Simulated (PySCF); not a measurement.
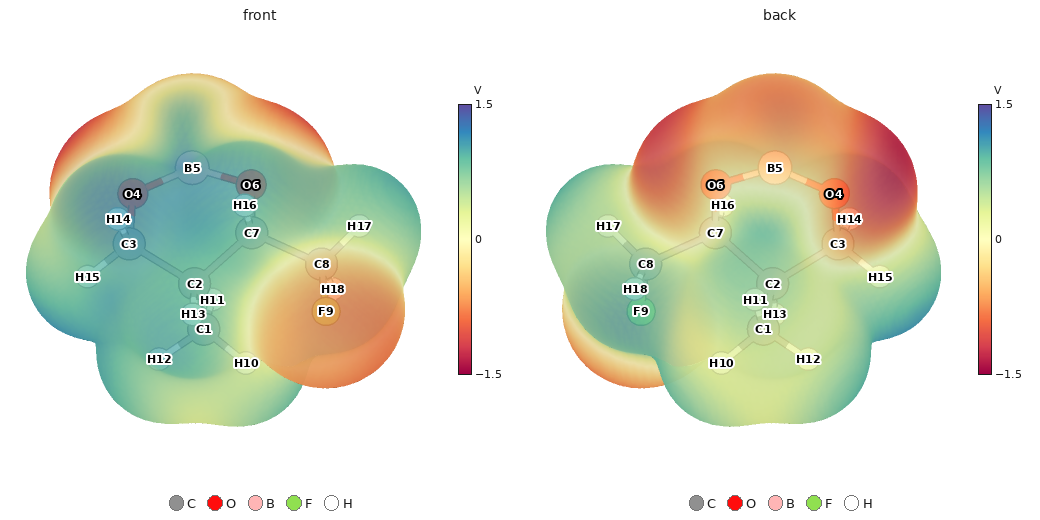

*C5H9BFO2 (doublet). The electrostatic potential painted on the density surface at 0.002 e/bohr³, seen from the front and from behind; red is negative and blue positive.*

Geometry: GFN2-xTB.

Level of theory: PySCF 2.14.0, density-fitted response routines, UKS B3LYP, pcH-1 on B C F H O, non-relativistic, mean-field spin-orbit, GIAO.

```yaml
atoms:
  - { symbol: C, position_ang: [-1.3559, -0.8471, 0.0347] }
  - { symbol: C, position_ang: [-0.4060, 0.2436, 0.5280] }
  - { symbol: C, position_ang: [-0.9053, 1.6295, 0.1068] }
  - { symbol: O, position_ang: [-0.7692, 1.8392, -1.3024] }
  - { symbol: B, position_ang: [0.1703, 1.1751, -1.9914] }
  - { symbol: O, position_ang: [1.0502, 0.3093, -1.4426] }
  - { symbol: C, position_ang: [1.0189, 0.0826, -0.0292] }
  - { symbol: C, position_ang: [1.6260, -1.2996, 0.2062] }
  - { symbol: F, position_ang: [1.6225, -1.6004, 1.5459] }
  - { symbol: H, position_ang: [-1.0922, -1.8112, 0.4612] }
  - { symbol: H, position_ang: [-1.3267, -0.9163, -1.0508] }
  - { symbol: H, position_ang: [-2.3738, -0.6116, 0.3368] }
  - { symbol: H, position_ang: [-0.3517, 0.2082, 1.6209] }
  - { symbol: H, position_ang: [-0.3387, 2.4162, 0.6185] }
  - { symbol: H, position_ang: [-1.9672, 1.7484, 0.3389] }
  - { symbol: H, position_ang: [1.6667, 0.8337, 0.4466] }
  - { symbol: H, position_ang: [2.6664, -1.3169, -0.1298] }
  - { symbol: H, position_ang: [1.0568, -2.0765, -0.3098] }
```

Question: Where is the surface potential most negative and most positive?

Answer: The most negative region (about −1.3 V) lies over O4, the most positive (about +1.1 V) over the B, C and H atoms. O4 is the likeliest acceptor of a hydrogen bond.
